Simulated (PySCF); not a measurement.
```xyz
17

C    -2.2895    0.1892    0.6162
C    -1.6043    0.1328   -0.7404
C    -0.1931   -0.4195   -0.6391
F     0.3688   -0.4111   -1.8993
F    -0.2477   -1.7559   -0.3129
Si    1.0483    0.4465    0.5770
C     2.7519   -0.2582    0.0655
F     3.7421    0.2752    0.8673
H    -1.7865    0.8948    1.2738
H    -2.2784   -0.7921    1.0837
H    -3.3228    0.5038    0.4978
H    -2.1734   -0.5045   -1.4225
H    -1.5354    1.1287   -1.1804
H     0.7094    0.0493    1.9417
H     0.9741    1.8882    0.3415
H     3.0204   -0.0109   -0.9658
H     2.8093   -1.3442    0.1850
```

Geometry: GFN2-xTB.

The calculation used PBE0/pcSseg-1, SCF density, gas phase, non-relativistic in PySCF 2.14.0.

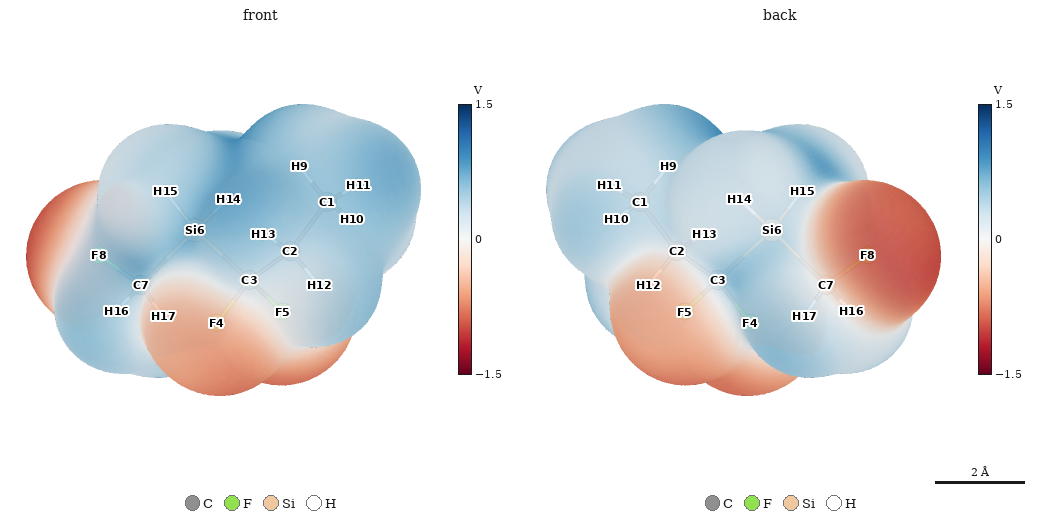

C₄H₉F₃Si (SMILES CCC(F)(F)[SiH2]CF). The molecular electrostatic potential painted on the density surface at 0.001 e/bohr³, seen from the front and from behind; the colour scale runs from red (negative) to blue (positive).

Describe the electrostatic potential map.

The most negative region (about −1.0 V) lies over F8, the most positive (about +0.9 V) over Si6 and H9.

What dipole moment does the calculation give?

Its dipole moment is 2.33 D.
